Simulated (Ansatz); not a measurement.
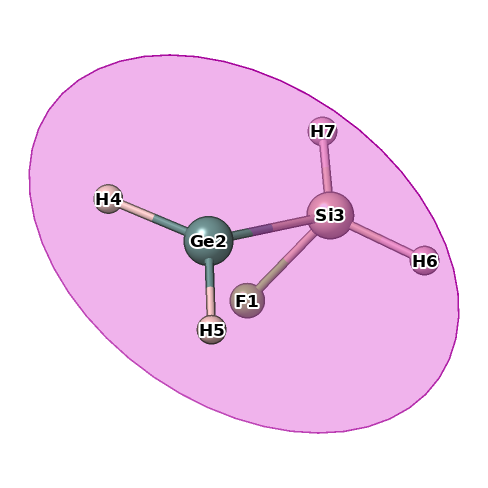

A disc through the centre of mass is drawn in. Atoms fade into the background with distance from the viewer. The species has charge +1 and is a spin singlet. Computed geometry: PBE-D4/def2-SVP optimisation. No frequency run is at hand to confirm it as a minimum.

### Is the plane of the disc a mirror plane of the structure?

No. The point group is Cs, with 1 mirror plane, and this plane isn't one of its mirror planes.
